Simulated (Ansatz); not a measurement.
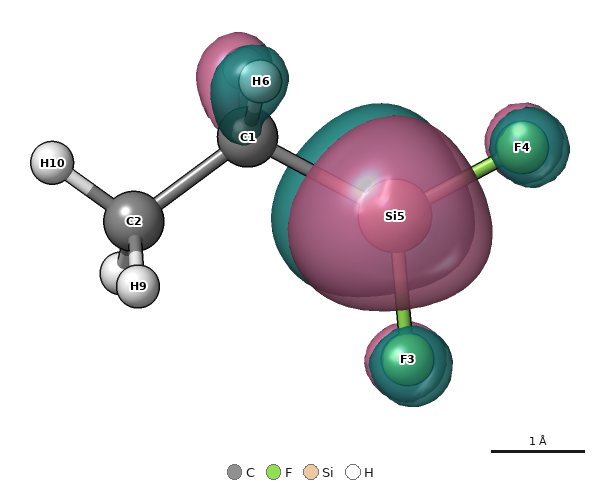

Figure. C2H5F2Si (charge +1). The LUMO at ±0.15 Å⁻³ᐟ² (teal and pink are the two phases), seen across its widest extent.

Geometry: B3LYP-D3(BJ)/def2-SVP.

Theory: isolated molecule in a Gaussian basis; Kohn-Sham density functional theory, functional PBE0 in Ansatz.

```yaml
atoms:
  - { symbol: C, position_ang: [-1.2379, -0.8086, 1.8836] }
  - { symbol: C, position_ang: [-0.1252, -1.8131, 2.2275] }
  - { symbol: F, position_ang: [-0.6742, -1.2313, -1.0281] }
  - { symbol: F, position_ang: [-2.5916, 0.4579, -0.4736] }
  - { symbol: Si, position_ang: [-1.5065, -0.5220, 0.0985] }
  - { symbol: H, position_ang: [-1.0620, 0.2034, 2.3019] }
  - { symbol: H, position_ang: [-2.2345, -1.1065, 2.2684] }
  - { symbol: H, position_ang: [-0.3357, -2.8147, 1.8277] }
  - { symbol: H, position_ang: [0.8567, -1.4824, 1.8614] }
  - { symbol: H, position_ang: [-0.0689, -1.8911, 3.3229] }
```

Describe this orbital and give its energy.

Answer. It lies mainly on Si5 (about 70 %), C1 (about 10 %), F3 (about 10 %) and F4 (about 5 %). Its energy is −7.86 eV.
